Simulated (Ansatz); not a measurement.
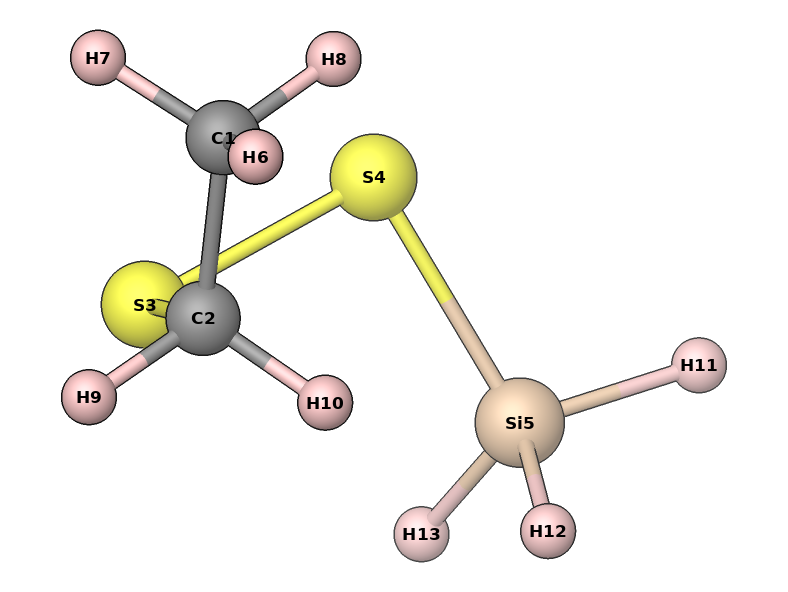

S3 lies behind C2. The molecule seen a little off the C2–S3 bond, C2 in front. Depth is shown by fading: the farther an atom, the more it takes the colour of the background. Computed geometry: PBE-D4/def2-SVP optimisation. No frequency run is at hand to confirm it as a minimum.

### What is the torsion angle C1–C2–S3–S4? The sign is positive where the front bond must turn clockwise to cover the back bond.

64°, synclinal (gauche).
